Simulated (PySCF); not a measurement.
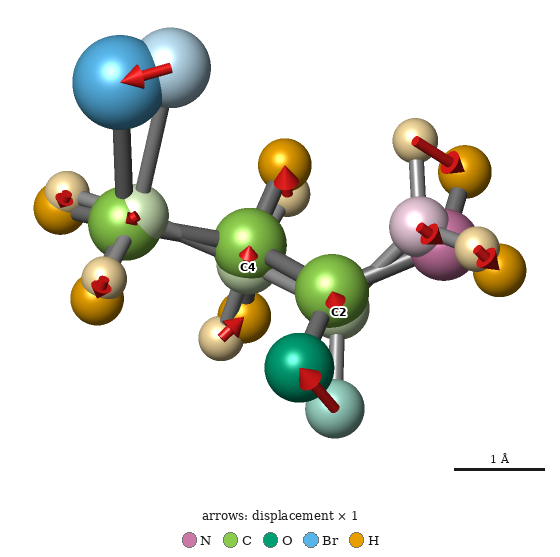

A relaxation of C₃H₆BrNO. The starting structure is drawn faded, the final one solid; red arrows show the displacements, at their true length. The two geometries are superimposed by the best rigid fit.

The picture is a ball-and-stick view, seen at a tilt.

The start comes from GFN2-xTB.

These are results of PySCF, PBE0-D3(BJ)/def2-SVP geometry optimisation, gas phase, not measurements. 

> Describe the change and its energy.

The largest moves after the best rigid fit, 0.80 Å, are those of O and H atoms. Largest moves by element: O 0.80 Å, H 0.80 Å, Br 0.60 Å, N 0.38 Å, C 0.27 Å. Some distances before and after: C–H 1.092 → 1.105 Å, C–C 1.520 → 1.509 Å, C–N 1.349 → 1.356 Å, Br–C 1.954 → 1.948 Å. Groups turn about C–C by about 45°. After 16 geometry steps the energy has fallen by 5.26 kJ/mol. Largest force component: 0.68 eV/Å at the start, 0.019 eV/Å at the end. The forces were under the threshold at step 6, but the run went on from there. The run took about 4 core-minutes on a shared host.
